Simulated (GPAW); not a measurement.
Consider MoS2 (R3m).

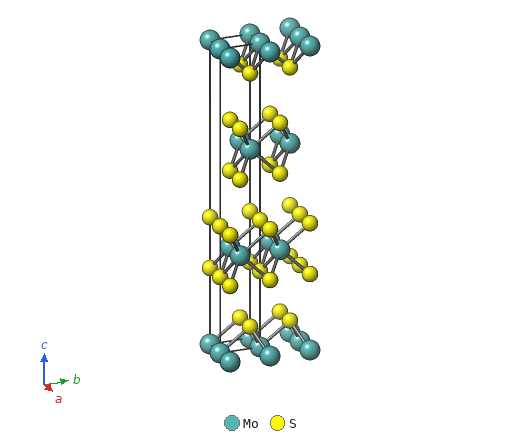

The structure (molybdenum teal, sulfur yellow). Bonds to atoms that aren't drawn are left out. 2×2×1 conventional cells are drawn. Some periodic images of atoms are drawn too.

```
Mo S
1.0
     1.58000    0.91221    6.15000
    -1.58000    0.91221    6.15000
     0.00000   -1.82443    6.15000
Mo S
1 2
Cartesian
  0.0000 0.0000 0.0000
  0.0000 0.0000 7.6936
  0.0000 0.0000 4.6125
```

Absorber: atom 1, with 6 S at 2.39 Å (trigonal prismatic, site symmetry 3m). Method: GPAW, PBE, full core hole (charged cell), 9-atom cell with 5.5 Å between holes, 5×5×4 k points, dipole transitions, Gaussian full width 1.78 eV up to 4 eV, rising linearly to 3.5 eV at 25 eV.

Question: Predict the near-edge structure at the Mo L₃ edge.

Main maxima up to 30 eV above the zero (height): 1.2 eV (5.06), 9.6 eV (0.80) and 22.8 eV (0.49). At an L edge the dipole rule selects empty d (and weakly s) states on the absorber, and the strong line at the onset measures the empty part of its d band. 

The Mo L₃ spectrum (energy from the lowest empty level; intensity scaled to a mean of 1 over the first 20 eV; polarised curves are means over the symmetry-equivalent atoms):

```tsv
E (eV)	isotropic	ε ⊥ c	ε ∥ c
-2.0	0.01	0.01	0.01
-0.5	0.93	1.03	0.72
1.0	4.93	5.06	4.66
2.5	2.67	2.30	3.41
4.0	0.48	0.37	0.68
5.5	0.19	0.24	0.09
7.0	0.45	0.53	0.30
8.5	0.73	0.78	0.63
10.0	0.79	0.80	0.76
11.5	0.67	0.65	0.70
13.0	0.59	0.59	0.59
14.5	0.53	0.53	0.52
16.0	0.45	0.43	0.49
17.5	0.33	0.31	0.37
19.0	0.33	0.34	0.31
20.5	0.42	0.45	0.36
22.0	0.48	0.51	0.42
23.5	0.48	0.50	0.46
25.0	0.44	0.43	0.45
26.5	0.41	0.40	0.44
28.0	0.43	0.42	0.46
29.5	0.46	0.45	0.47
31.0	0.44	0.44	0.45
```

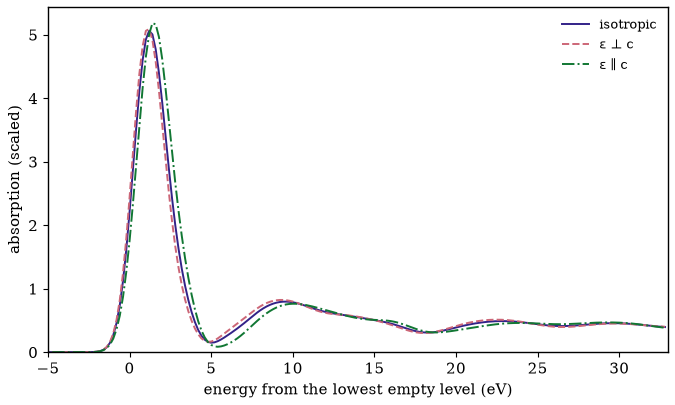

The Mo L₃ edge.

Only the L₃ part is meant: spin–orbit coupling of the core level isn't computed and the L₂ copy isn't added. The script folds with a Gaussian, whereas the core hole's own line is a Lorentzian, so the onset is too steep and the first peak too high. The holes are only 5.5 Å apart, so the shape is probably not converged with cell size; no larger cell was run here. The structure is a published determination, not relaxed.

[Banner, clock and machine lines of the logs are left out without a mark of their own.]

[Logs are printed without paths, hosts, clocks, repeated set-up lines and the standing remarks that a program may print on its own settings, such as how far it seeks lower states.]

[Hosts, paths, dates, database ids (printed as entryN), source tags and the programs' standing remarks are cut or masked in the printed files.]

[Lists of maxima count a maximum above −3 eV only where it reaches 4 % of the highest in the window and stands out from its surroundings by 2 % of it (1.5 % where it reaches 55 %); shoulders and weaker maxima are passed over, and of the rest the first, up to two pre-edge ones and the few strongest are named.]
